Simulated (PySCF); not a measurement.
Molecule: CHO2 (anion, charge -1), SMILES O=C[O-]. Atoms near the plane z = 0.0 Å, at the PBE0/def2-SVP optimised geometry (x, y, z in Å): O1 (-1.0, 1.0, 0.0), C2 (-0.2, 0.1, 0.0), O3 (1.0, 0.1, 0.0), H4 (-0.7, -1.0, 0.0).

Calculation: PBE0/def2-TZVPD run with PySCF. Cells within 0.4 Å of a nucleus heavier than hydrogen are left out (blank, or x). The values are rescaled to run from 0 to 1.

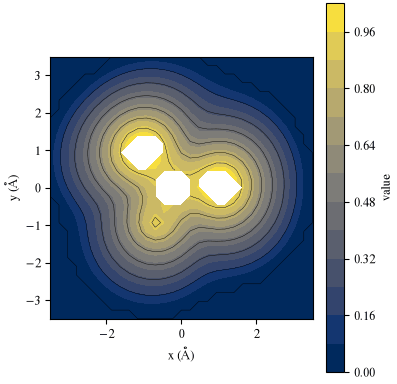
a field on the plane z = 0.0 Å.

Q: Which quantity is mapped?
A) deformation density (molecule minus spherical neutral atoms)
B) electron localisation function
C) log10 of the electron density
D) electrostatic potential

A: C, log10 of the electron density. In full: log10 of the electron density (e/bohr³), floored at −4.
